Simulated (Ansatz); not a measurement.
```xyz
11

Ge   -0.1636   -0.2714    0.1197
Cl   -0.2347   -0.4724    2.2918
Cl    1.8795   -0.6198   -0.5389
O    -0.7511    1.3079   -0.4620
H    -1.6203    1.1790   -0.8981
O    -1.2897   -1.4469   -0.6185
H    -1.2064   -2.3390   -0.2254
N     1.5165    2.5775    1.2436
H     2.1724    1.9643    0.7415
H     0.7073    2.6940    0.6185
H     1.1758    2.0289    2.0443
```

Theory: Ansatz 0.2.0, RKS BLYP-D4/def2-SVP.

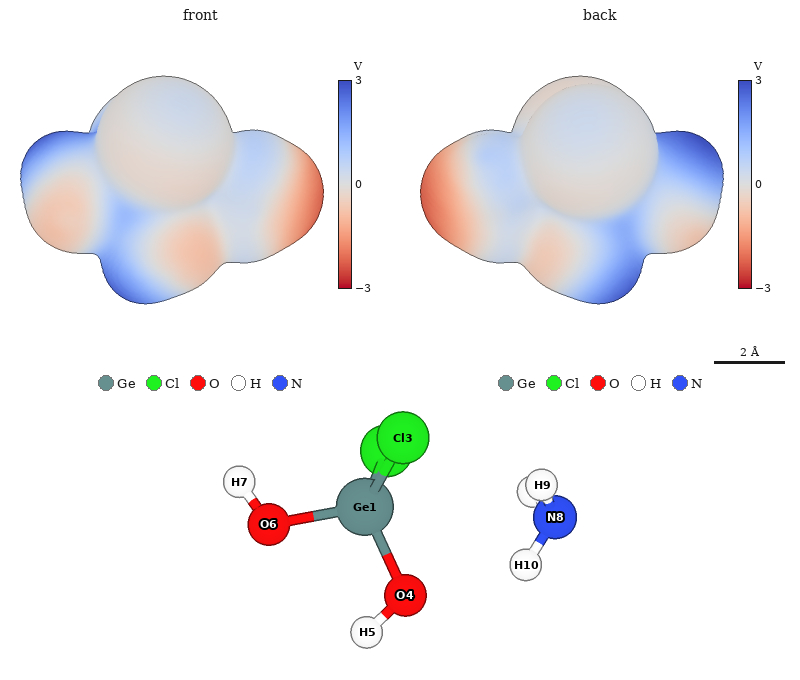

Cl2GeH2O2···NH3. The electrostatic potential painted on the density surface at 0.002 e/bohr³, seen from the front and from behind; the colour scale runs from red (negative) to blue (positive). The bare structure is drawn below in the same view.

Which sites attract a positive test charge, and which a negative one?

A positive charge is drawn to the negative regions and a negative charge to the positive ones. The most negative region (about −2.2 V) lies over N8, the most positive (about +2.8 V) over H7. N8 is the likeliest acceptor of a hydrogen bond.
